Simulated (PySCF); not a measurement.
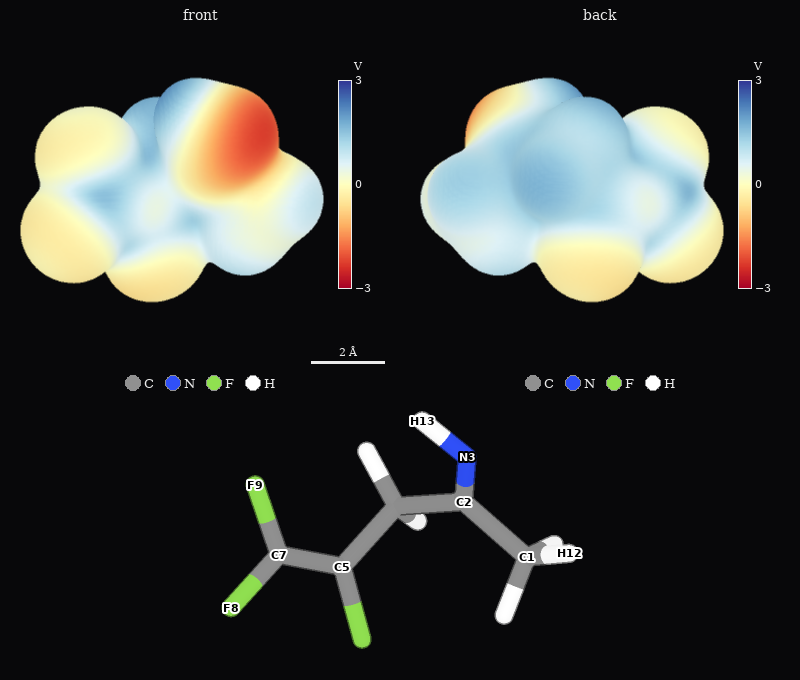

Figure 1: C$_{5}$H$_{6}$F$_{3}$N. The electrostatic potential painted on the density surface at 0.004 e/bohr³, seen from the front and from behind; the colour scale runs from red (negative) to blue (positive). The bare structure is drawn below in the same view.

Geometry: GFN2-xTB.

These are results of PBE0/pcSseg-1, SCF density, gas phase, non-relativistic in PySCF, not measurements.

```tsv
atom	x (Å)	y (Å)	z (Å)
C	-1.9982	0.4397	-0.3773
C	-0.9355	-0.0270	0.5582
N	-0.9538	0.3313	1.7563
C	0.1451	-0.9171	-0.0741
C	1.1929	-0.0484	-0.6827
F	0.8971	0.4699	-1.8911
C	2.3422	0.2910	-0.1099
F	3.2709	1.0850	-0.6203
F	2.7150	-0.1739	1.0802
H	-1.5491	0.9316	-1.2383
H	-2.5738	-0.4109	-0.7394
H	-2.6607	1.1301	0.1347
H	-0.1992	-0.0072	2.3479
H	-0.2982	-1.5361	-0.8550
H	0.6008	-1.5501	0.6888
```

> Which sites attract a positive test charge, and which a negative one?

A positive charge is drawn to the negative regions and a negative charge to the positive ones. The most negative region (about −2.2 V) lies over N3, the most positive (about +2.0 V) over H13. N3 is the likeliest acceptor of a hydrogen bond.

> What dipole moment does the calculation give?

Its dipole moment is 2.12 D.
